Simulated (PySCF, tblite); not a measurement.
**C6H9FN radical: geometry, infrared bands and EPR parameters**

Aim: predict the infrared bands and EPR parameters of C6H9FN radical (`[H]/N=C1/[C@H](F)[CH]C[C@H]1C`).

The runs use tblite 0.8.0 and PySCF 2.14.0, with density-fitted response routines of our own; the level of theory stands in each step. All values are computed, except where a source is named. Atoms are numbered from 0 throughout.

## Step 1: The molecule as given

17 atoms, charge 0, multiplicity 2; geometry from: force field or distance geometry start.

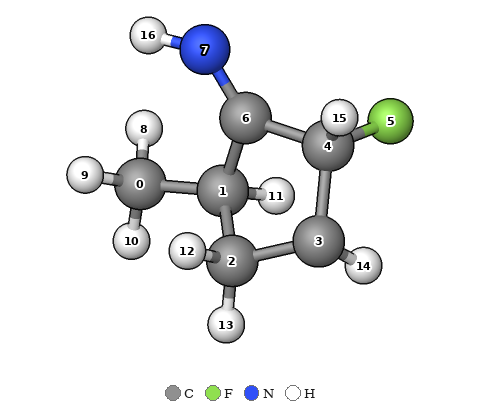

The starting geometry (carbon grey, fluorine green, nitrogen blue, hydrogen white), atoms numbered.

## Step 2: Geometry optimisation with GFN2-xTB

The job: settings as JSON, then the geometry in Å.

```
{"job": {"kind": "relax", "xc": "GFN2-xTB", "basis": "xTB"}, "charge": 0, "multiplicity": 2}
C     -1.799200    -0.074700    -0.632200
C     -0.484000    -0.337200    -0.039700
C     -0.237700     0.233400     1.341200
C      1.217600    -0.097800     1.524800
C      1.853200    -0.016300     0.145400
F      2.297900    -1.256200    -0.282800
C      0.674400     0.319800    -0.737700
N      0.666000     1.003700    -1.814500
H     -1.799400    -0.546300    -1.649500
H     -2.089900     0.974700    -0.746000
H     -2.570600    -0.634200    -0.036400
H     -0.240400    -1.436700    -0.021600
H     -0.296400     1.346600     1.313000
H     -0.901100    -0.191800     2.111000
H      1.233900    -1.177500     1.788700
H      2.658700     0.712900     0.089000
H     -0.190100     1.189800    -2.362700
```

On the command line:

```console
OMP_NUM_THREADS=1 python probes_run.py task.json out
```

This one command runs all jobs of the session in turn.

The program printed:

```text
step      E/eV     max force
  0    -679.25595    2.735
  1    -679.50769    2.479
  2    -679.61110    1.190
  3    -679.69016    0.827
  4    -679.76151    0.504
  5    -679.78663    0.487
  6    -679.82475    0.503
  7    -679.84923    0.455
  8    -679.87740    0.438
  9    -679.90070    0.371
 10    -679.92630    0.438
 11    -679.94799    0.406
 12    -679.96396    0.344
 13    -679.97641    0.243
 14    -679.98963    0.319
 15    -680.00353    0.307
 16    -680.01457    0.238
 17    -680.02194    0.230
 18    -680.02898    0.234
 19    -680.03599    0.468
 20    -680.04888    0.350
 21    -680.06733    0.231
 22    -680.08066    0.254
 23    -680.09190    0.383
 24    -680.11106    0.435
 25    -680.13096    0.323
 26    -680.14341    0.351
 27    -680.15382    0.255
 28    -680.16314    0.253
 29    -680.17619    0.223
 30    -680.18250    0.221
 31    -680.18912    0.215
 32    -680.19514    0.179
 33    -680.20152    0.174
 34    -680.20634    0.172
 35    -680.20929    0.237
 36    -680.21234    0.114
 37    -680.21503    0.106
 38    -680.21693    0.112
 39    -680.21901    0.107
 40    -680.22083    0.088
 41    -680.22241    0.071
 42    -680.22335    0.076
 43    -680.22394    0.076
 44    -680.22454    0.065
 45    -680.22511    0.056
 46    -680.22551    0.037
 47    -680.22573    0.036
 48    -680.22588    0.035
 49    -680.22602    0.037
 50    -680.22615    0.030
 51    -680.22625    0.017
 52    -680.22630    0.014
 53    -680.22633    0.014
 54    -680.22635    0.013
 55    -680.22639    0.012
 56    -680.22643    0.013
 57    -680.22646    0.015
 58    -680.22649    0.016
 59    -680.22651    0.013
 60    -680.22653    0.012
 61    -680.22656    0.010
 62    -680.22658    0.010
```

Wall time 0.28 s (1 thread of Arm Neoverse V2, shared host).

Step by step: (not every step is listed)

| step | energy from step 0 (eV) | largest force (eV/Å) |
| --- | --- | --- |
| 0 | 0.0000 | 2.7354 |
| 1 | -0.2517 | 2.4790 |
| 2 | -0.3551 | 1.1902 |
| 3 | -0.4342 | 0.8270 |
| 4 | -0.5056 | 0.5040 |
| 5 | -0.5307 | 0.4870 |
| 6 | -0.5688 | 0.5029 |
| 7 | -0.5933 | 0.4550 |
| 8 | -0.6214 | 0.4382 |
| 12 | -0.7080 | 0.3440 |
| 16 | -0.7586 | 0.2377 |
| 20 | -0.7929 | 0.3498 |
| 24 | -0.8551 | 0.4346 |
| 28 | -0.9072 | 0.2535 |
| 32 | -0.9392 | 0.1791 |
| 36 | -0.9564 | 0.1137 |
| 40 | -0.9649 | 0.0879 |
| 44 | -0.9686 | 0.0654 |
| 48 | -0.9699 | 0.0349 |
| 52 | -0.9704 | 0.0143 |
| 56 | -0.9705 | 0.0129 |
| 57 | -0.9705 | 0.0152 |
| 58 | -0.9705 | 0.0164 |
| 59 | -0.9706 | 0.0129 |
| 60 | -0.9706 | 0.0115 |
| 61 | -0.9706 | 0.0100 |
| 62 | -0.9706 | 0.0095 |

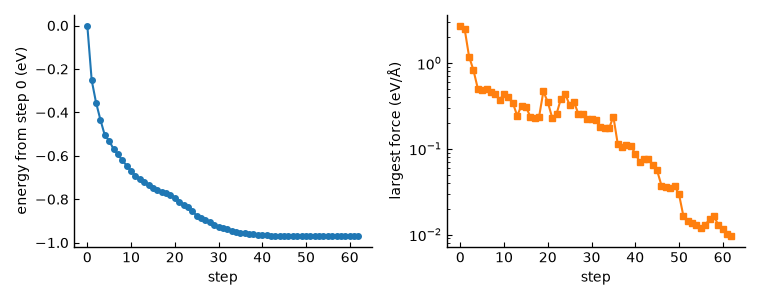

Energy and largest force along the relaxation.

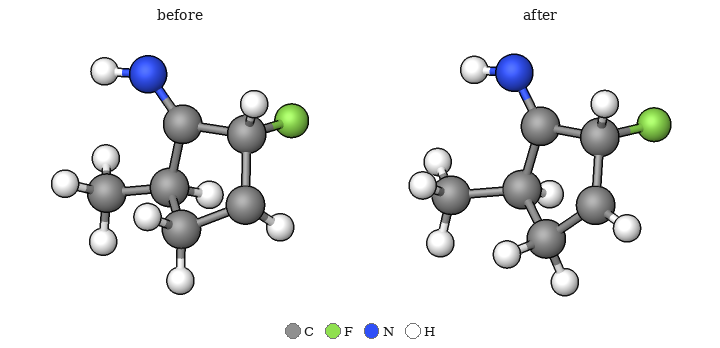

The geometry before (left) and after (right).

Distances of close pairs at the start and the end, largest changes first:

| bond | before (Å) | after (Å) | change (Å) |
| --- | --- | --- | --- |
| C0–C1 | 1.466 | 1.523 | +0.057 |
| C3–C4 | 1.521 | 1.469 | -0.052 |
| C3–H14 | 1.112 | 1.073 | -0.039 |
| C0–H10 | 1.124 | 1.088 | -0.036 |
| C4–F5 | 1.385 | 1.420 | +0.035 |
| C0–H8 | 1.121 | 1.088 | -0.033 |
| C1–H11 | 1.126 | 1.097 | -0.030 |
| C2–C3 | 1.504 | 1.478 | -0.026 |

The next job starts from the end point, and lists it.

## Step 3: Harmonic vibrations with GFN2-xTB

The job: settings as JSON, then the geometry in Å.

```
{"job": {"kind": "ir", "xc": "GFN2-xTB", "basis": "xTB"}, "charge": 0, "multiplicity": 2}
C     -1.871301     0.187928    -0.642453
C     -0.560738    -0.414782    -0.154258
C     -0.277568    -0.178794     1.339579
C      1.188604    -0.018655     1.436957
C      1.833825    -0.000171     0.117210
F      2.485322    -1.231296    -0.158298
C      0.668473     0.152362    -0.837501
N      0.810632     0.713698    -1.946575
H     -2.055609    -0.078406    -1.681558
H     -1.844268     1.273620    -0.561894
H     -2.702262    -0.184549    -0.047805
H     -0.560876    -1.493850    -0.349679
H     -0.792792     0.730260     1.680783
H     -0.645840    -0.990753     1.975974
H      1.727563     0.009328     2.363843
H      2.618889     0.750708    -0.027283
H     -0.029052     0.785383    -2.516952
```

The program printed:

```text
mode    cm-1     km/mol
  1      53.6      1.34
  2     100.5      0.42
  3     192.0      0.76
  4     217.9      0.96
  5     262.1      1.53
  6     301.4      8.74
  7     374.7      1.75
  8     419.6     12.58
  9     487.5     18.66
 10     556.6      0.80
 11     660.1     22.13
 12     704.2      7.59
 13     758.3      3.85
 14     822.5     23.45
 15     865.3     53.39
 16     902.0     69.69
 17     916.3     29.94
 18     972.8     25.07
 19    1009.6      3.17
 20    1032.4      0.11
 21    1062.9      9.98
 22    1080.4     13.98
 23    1141.7      0.45
 24    1160.2      2.16
 25    1211.3      9.58
 26    1223.6      5.75
 27    1238.1      7.66
 28    1252.7     61.73
 29    1268.8     19.18
 30    1297.0      4.15
 31    1320.9     24.54
 32    1410.7      3.12
 33    1445.5     13.45
 34    1497.8      1.03
 35    1504.2      3.73
 36    1770.9    199.09
 37    2857.3     15.25
 38    2911.8     14.79
 39    2919.9     20.56
 40    2925.6     24.00
 41    3024.3     32.23
 42    3027.4     25.09
 43    3039.5     25.38
 44    3154.5     19.44
 45    3337.2     14.12
```

Wall time 0.39 s (1 thread of Arm Neoverse V2, shared host).

The strongest bands and the atoms that carry them (share of the mass-weighted mode):

| cm⁻¹ | km/mol | atoms |
| --- | --- | --- |
| 865 | 53.4 | H13 16 %, C2 16 %, H12 15 %, H16 15 % |
| 902 | 69.7 | H16 39 %, C4 14 %, C2 11 % |
| 916 | 29.9 | H8 22 %, C2 17 % |
| 1253 | 61.7 | H11 24 %, H16 24 %, C6 20 % |
| 1771 | 199.1 | C6 62 %, N7 36 % |
| 3024 | 32.2 | H9 83 % |
| 3027 | 25.1 | H8 72 %, H10 13 % |
| 3040 | 25.4 | H10 80 %, H8 13 % |

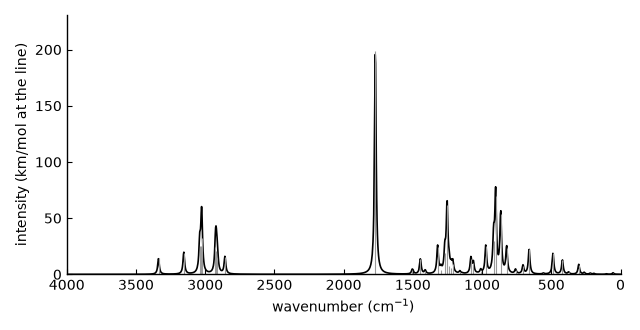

The infrared spectrum from these modes, unscaled. Lines are broadened to a width of 14 cm⁻¹ (Lorentzian).

## Step 4: g tensor and hyperfine couplings: B3LYP/pcH-1

Same as in step 3 but for these lines:

```diff
@@ -1,2 +1,2 @@
-{"job": {"kind": "ir", "xc": "GFN2-xTB", "basis": "xTB"}, "charge": 0, "multiplicity": 2}
+{"job": {"kind": "epr", "basis": "pcH-1"}, "charge": 0, "multiplicity": 2}
 C     -1.871301     0.187928    -0.642453
```

Level: UKS B3LYP, pcH-1 on C F H N, non-relativistic, mean-field spin-orbit, GIAO.

The program printed:

```text
UKS, coarse grid
  cycle   1  E = -388.50433672  |g| = 4.85e-01
  cycle   2  E = -388.38119041  |g| = 7.87e-01
  cycle   3  E = -388.59519133  |g| = 1.10e-01
  cycle   4  E = -388.59982427  |g| = 5.26e-02
  cycle   5  E = -388.60101914  |g| = 1.92e-02
  cycle   6  E = -388.60115834  |g| = 4.95e-03
  cycle   7  E = -388.60117029  |g| = 1.43e-03
  cycle   8  E = -388.60117189  |g| = 8.26e-04
UKS, final grid
  cycle   1  E = -388.60117953  |g| = 1.03e-03
  cycle   2  E = -388.60117917  |g| = 1.38e-03
  cycle   3  E = -388.60118000  |g| = 1.70e-04
  cycle   4  E = -388.60118001  |g| = 3.82e-05
  cycle   5  E = -388.60118001  |g| = 2.46e-05
E = -388.60118001 Eh   <S^2> = 0.7540 (exact 0.7500)
g shifts (ppm)      1          2          3
  rmc          -161       -161       -161
  gc              7         58         37
  oz_so         -86        -19        701
  total        -240       -121        577
hyperfine (MHz)  atom isotope    a_iso     a_fc   dipolar eigenvalues
    0   13C      -1.66      -1.66     -0.35     -0.15      0.50
    1   13C       2.97       2.97     -1.07     -0.81      1.88
    2   13C     -32.62     -32.62     -2.69      0.93      1.76
    3   13C      83.64      83.64    -77.30    -77.20    154.50
    4   13C     -10.36     -10.36     -1.88     -1.43      3.31
    5   19F     310.89     310.89   -127.97   -119.18    247.15
    6   13C      -3.12      -3.12     -2.88     -0.23      3.11
    7   14N       1.22       1.22     -1.54     -1.11      2.65
    8    1H      -0.24      -0.24     -0.79     -0.69      1.48
    9    1H       1.15       1.15     -1.27     -1.16      2.43
   10    1H      -0.02      -0.02     -1.04     -0.99      2.03
   11    1H      -5.21      -5.21     -2.78     -2.18      4.96
   12    1H     138.20     138.20     -5.57     -3.48      9.05
   13    1H     100.21     100.21     -4.85     -3.45      8.30
   14    1H     -60.32     -60.32    -36.49     -1.23     37.71
   15    1H      45.79      45.79     -6.18     -2.14      8.32
   16    1H      -1.05      -1.05     -2.00     -0.94      2.93
```

It took 65 s on 1 thread of Arm Neoverse V2, shared host; peak memory 0.96 GiB.

Principal g values 2.00208, 2.00220, 2.00290; g(iso) = 2.00239, against 2.00232 for a free electron.

Hyperfine couplings; where a row names several nuclei, a(iso) is their mean (it holds for fast rotation or exchange) and the dipolar term the largest among them:

| nuclei | isotope | a(iso) (MHz) | a(iso) (G, at g = 2.0023) | largest dipolar term (MHz) |
| --- | --- | --- | --- | --- |
| F5 | 19F | 310.9 | 110.9 | 247.2 |
| H12 | 1H | 138.2 | 49.3 | 9.1 |
| H13 | 1H | 100.2 | 35.8 | 8.3 |
| C3 | 13C | 83.6 | 29.8 | 154.5 |
| H14 | 1H | -60.3 | -21.5 | 37.7 |
| H15 | 1H | 45.8 | 16.3 | 8.3 |
| C2 | 13C | -32.6 | -11.6 | -2.7 |
| C4 | 13C | -10.4 | -3.7 | 3.3 |
| H11 | 1H | -5.2 | -1.9 | 5.0 |
| C6 | 13C | -3.1 | -1.1 | 3.1 |
| C1 | 13C | 3.0 | 1.1 | 1.9 |
| C0 | 13C | -1.7 | -0.6 | 0.5 |
| N7 | 14N | 1.2 | 0.4 | 2.6 |
| H16 | 1H | -1.1 | -0.4 | 2.9 |

Mulliken spin populations:

C0 0.00; C1 0.01; C2 -0.09; C3 0.98; C4 -0.03; F5 0.05; C6 -0.01; N7 0.03; H8 0.00; H9 0.00; H10 0.00; H11 0.00; H12 0.05; H13 0.04; H14 -0.04; H15 0.02; H16 0.00

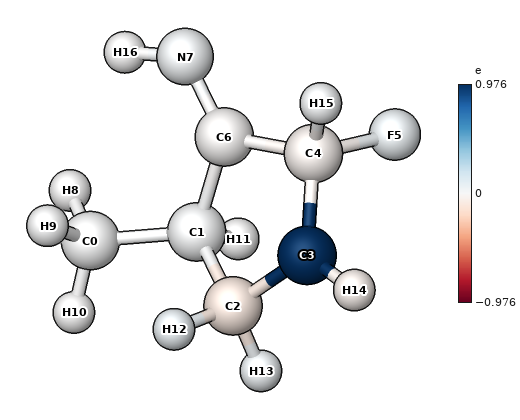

Mulliken spin populations, as colours on the atoms.

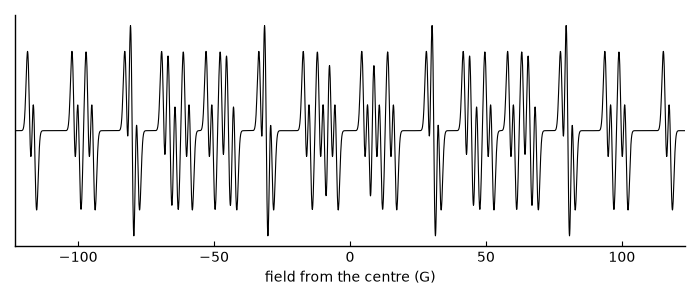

First-order isotropic spectrum (first derivative, main isotopes with spin only, couplings over 0.8 MHz, Gaussian width 0.6 G; couplings of the frozen geometry, rotation of groups not averaged beyond the rows shown).

The fields below are evaluated on a grid from the run's orbitals.

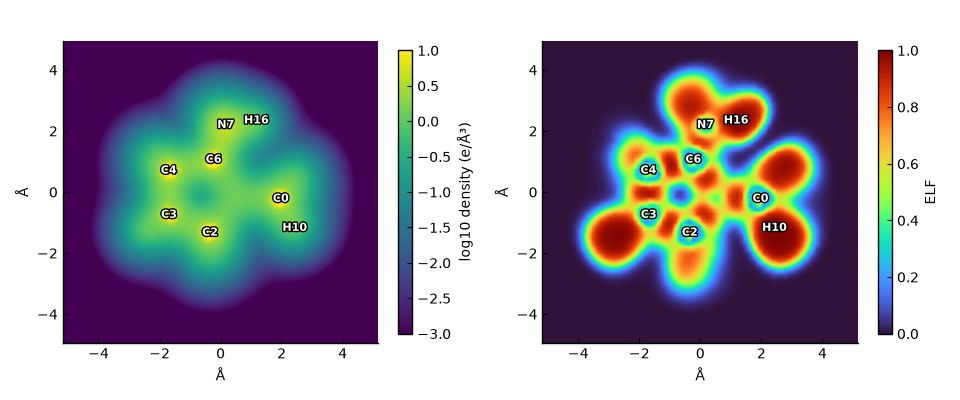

Density (left) and ELF (right) in a plane through or near 8 of the atoms.

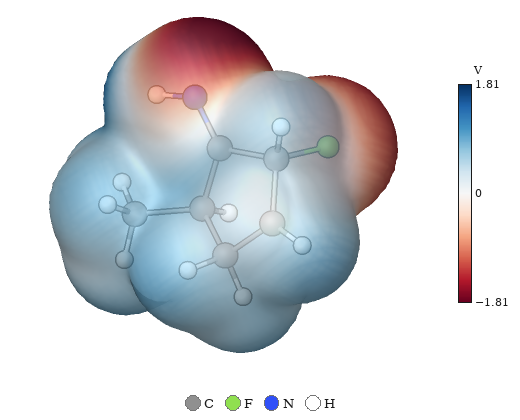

The potential that a unit positive charge feels on the 0.002 e/bohr³ surface, from -1.81 V near N7 to 1.35 V near H16.

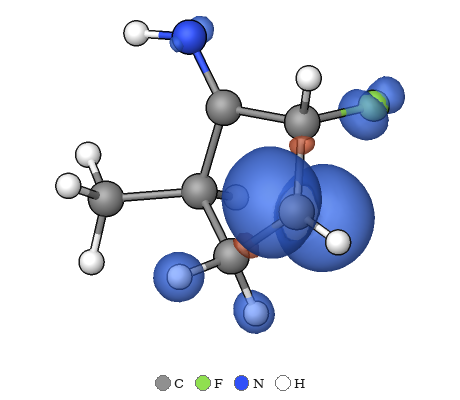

Spin density at ±0.04 e/Å³ (alpha excess blue, beta excess red).

## Step 5: Outcome

| quantity | value |
| --- | --- |
| strongest single infrared mode (GFN2-xTB) | 1771 cm⁻¹, 199 km/mol |
| zero-point energy (GFN2-xTB) | 85.3 kcal/mol |
| g(iso) (B3LYP) | 2.00239 |
| ⟨S²⟩ | 0.754 (exact 0.75) |
| largest a(iso) (averaged by class) | 19F on F5, 310.9 MHz |
| surface potential, least and greatest | -1.81 V and 1.35 V |

What this shows: Over 62 steps the energy fell by 0.971 eV; of the close pairs, C0–C1 changed most, 1.466 to 1.523 Å. All 45 modes are real, so the xTB geometry is a minimum. The strongest single mode, at 1771 cm⁻¹, moves mainly C6 and N7. Unscaled tight-binding wavenumbers are off by several per cent, some by more. Its intensities can rank the bands wrongly. Most of the unpaired spin sits on C3 (0.98 e). The isotropic g lies 0.1 ppt above the free-electron value.
